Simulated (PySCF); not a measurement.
**C₂H₆BCl, SMILES `CB(C)Cl`: what the electrons do**

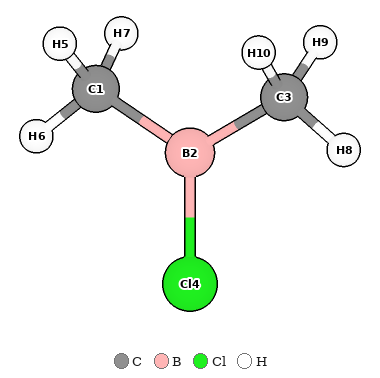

The molecule, with its atoms numbered as below. No frequency check shows the geometry to be a minimum.

Coordinates in Å:

```
C1      -1.1220   -1.3774   -0.0003
B2      -0.3447    0.0000   -0.0001
C3      -1.1218    1.3775    0.0003
Cl4      1.3661   -0.0001    0.0000
H5      -1.7746   -1.4546    0.8682
H6      -0.4696   -2.2466    0.0013
H7      -1.7744   -1.4546   -0.8688
H8      -0.4693    2.2467   -0.0013
H9      -1.7744    1.4549   -0.8682
H10     -1.7746    1.4543    0.8688
```

## 1. Bonding charge

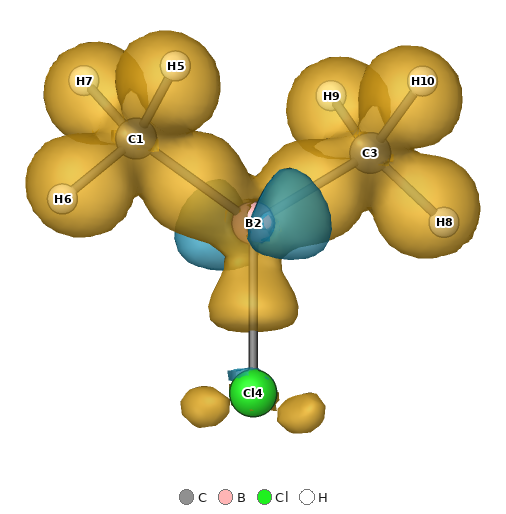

Deformation density (molecule less spherical, spin-averaged free atoms at the same positions), surfaces at ±0.11 e/Å³; yellow: gain, teal: loss.

PySCF calculation, B3LYP/def2-SVPD, gas phase; geometry: GFN2-xTB.

> Describe the bonding that the map shows.

C1–H6 and C3–H8: +0.66 e/Å³ at the bond critical point (bond length 1.09 Å). C1–H7, C1–H5, C3–H9 and C3–H10: +0.62 e/Å³ at the bond critical point (bond length 1.09 Å). B2–C3 and C1–B2: +0.46 e/Å³ at the bond critical point (bond length 1.58 Å). B2–Cl4: +0.21 e/Å³ at the bond critical point (bond length 1.71 Å). In all, 2.1 electrons gather in the regions of gain relative to the promolecule.

> Where do the Hirshfeld charges lie?

The highest Hirshfeld charge is on B2 (+0.20 e), the lowest on C1 and C3 (−0.18 e).

| atom | charge (e) |
| --- | --- |
| C1 | −0.18 |
| B2 | +0.20 |
| C3 | −0.18 |
| Cl4 | −0.07 |
| H5 | +0.04 |
| H6 | +0.03 |
| H7 | +0.04 |
| H8 | +0.03 |
| H9 | +0.04 |
| H10 | +0.04 |

## 2. Local ionisation energy

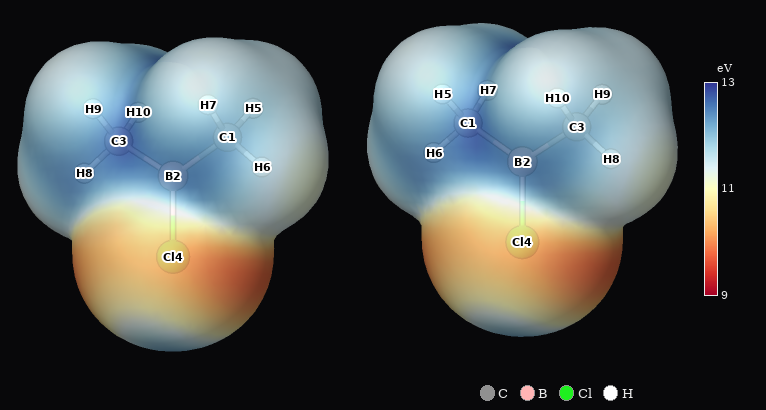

Average local ionisation energy on the surface of electron density 0.001 a.u. (back view left, front view right).

> Locate the minima of the map.

The lowest value is 9.7 eV, near Cl4 (2.13 Å) and H6 (2.31 Å), and at like points elsewhere. Further minima include 11.2 eV, 1.4 Å from H6, and at like points elsewhere. For comparison, the highest occupied orbital lies at −8.1 eV.

## 3. In an electric field

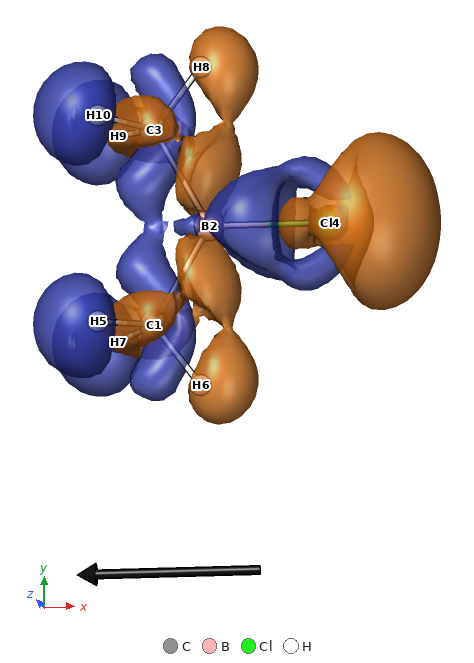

Change of the electron density in a uniform field of 0.21 V/Å along −x (arrow), surfaces at ±0.0015 e/Å³ (orange: gain, blue: loss).

Level of theory: B3LYP/def2-SVPD (PySCF), at a geometry from GFN2-xTB.

The field was applied in both directions; the picture shows the one opposite to the script's first.

> What dipole is induced, and what polarisability does it imply?

The induced dipole is 0.63 D (along the field); α along this axis, from the fields in both directions, is 62 bohr³ (9.1 Å³).

## 4. Removing or adding an electron

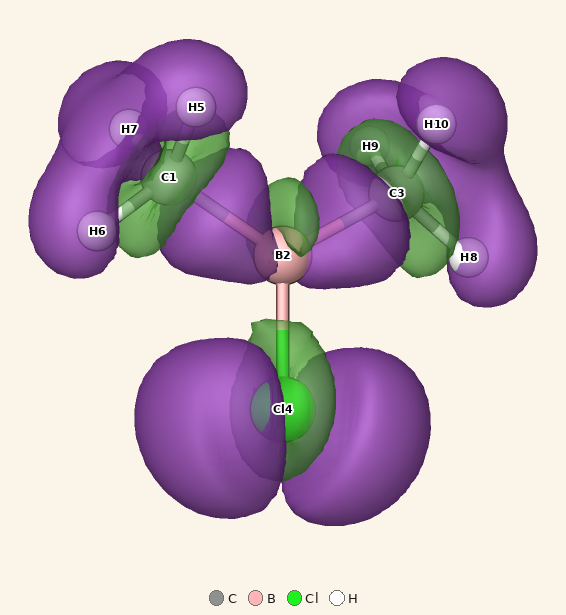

Fukui function f⁻ = ρ(N) − ρ(N−1) at fixed geometry, surfaces at ±0.015 e/Å³ (purple positive, green negative).

Method: B3LYP/def2-SVPD; geometry: GFN2-xTB; program: PySCF.

> Which atoms respond most to the removal of an electron?

f⁻ (Hirshfeld-condensed) is largest on Cl4 (0.40); the vertical ionisation energy is 10.48 eV (the stability of the cation's solution wasn't checked). Condensed values hint at sites of electrophilic attack but needn't mark the atom that reacts. Orbital relaxation makes it negative in places (0.18 e in all).
